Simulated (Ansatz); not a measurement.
**Cl3GaH4Si: density, localisation and related maps**

```xyz
9

Ga   -0.8639   -0.2410   -0.8955
Cl    0.6262    1.1634   -2.1440
Cl   -0.7763   -2.2219   -1.6737
Cl   -2.7140    0.7772   -0.6179
H     0.7069    0.6892   -0.6513
Si    0.6376   -0.0021    1.1659
H     1.9625   -0.6629    1.0923
H    -0.3075   -0.8472    1.9461
H     0.7285    1.3453    1.7780
```

A transition-state structure; geometry: PBE0-D4/def2-TZVP.

Level of theory: RKS PBE0-D4/def2-TZVPP (Ansatz).

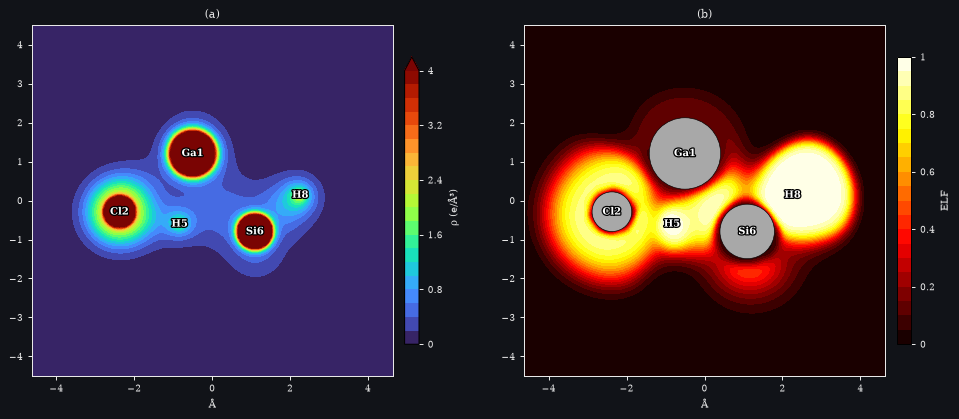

Figure 1. (a) electron density; (b) electron localisation function on the plane of atoms Cl2, Ga1 and Si6. Grey discs cover the atomic cores in the ELF map.

> What do the fields say about this system?

Atoms in the plane: Ga, Cl, H and Si. Ga–Si (2.56 Å): ρ is about 0.42 e/Å³ halfway; the ELF peaks at about 0.90 between the atoms; localised, covalent bonding. Si–H (1.49 Å): ρ is about 0.79 e/Å³ halfway; the ELF climbs to about 1 towards the hydrogen, as it does in any bond to H. Ga–Cl (2.40 Å): ρ is about 0.45 e/Å³ halfway, with its minimum of 0.39 e/Å³ about 1.0 Å from Ga; the ELF peaks at about 0.80 in the valence shell of Cl, 0.8 Å from its nucleus, and is about 0.45 at the midpoint. Cl–H (1.57 Å): the density is about 1.3 e/Å³ at the midpoint; the ELF climbs to about 1 towards the hydrogen. Ga–H (1.84 Å): ρ at the midpoint is about 0.47 e/Å³; the ELF climbs to about 0.95 towards the hydrogen. The ELF also peaks beside Cl2, away from the bonds: lone-pair regions.

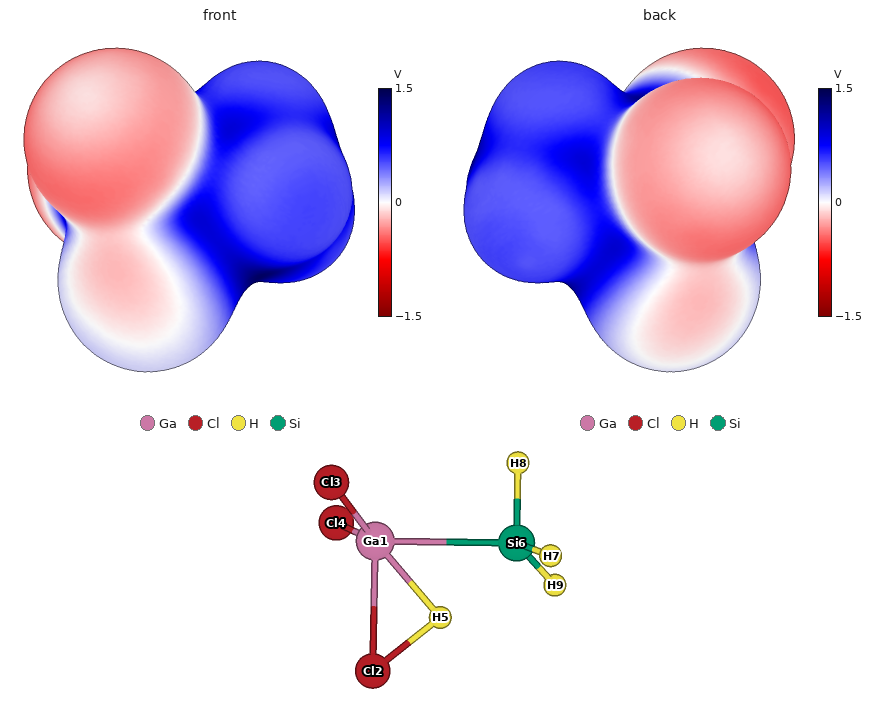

Figure 2. The electrostatic potential painted on the density surface at 0.001 e/bohr³, seen from the front and from behind; the colour scale runs from red (negative) to blue (positive). The bare structure is drawn below in the same view.

> Where is the surface potential most negative and most positive?

The most negative region (about −0.5 V, or −12 kcal/mol for a unit charge) lies over Cl3 and Cl4, the most positive (about +1.3 V, or +30 kcal/mol for a unit charge) over Si6.

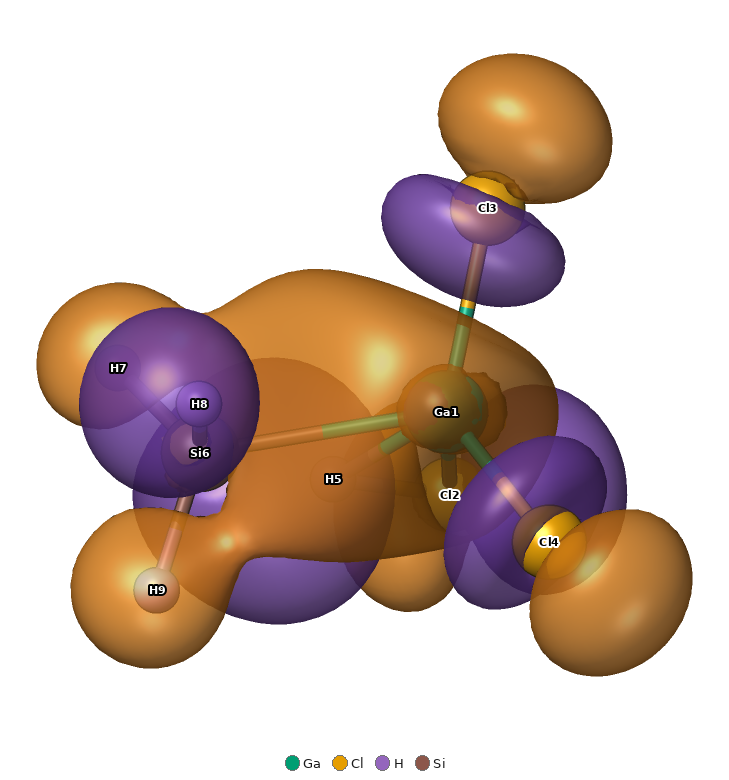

Figure 3. One frontier orbital at ±0.06 Å⁻³ᐟ² (orange and purple are the two phases), seen at an oblique angle.

> Which orbital is it: HOMO or LUMO?

The LUMO, at −2.33 eV. By Hirshfeld shares it lies mainly on Ga1 (about 25 %), Si6 (about 20 %), Cl2 (about 15 %), H5 (about 15 %), Cl3 (about 10 %) and Cl4 (about 10 %).
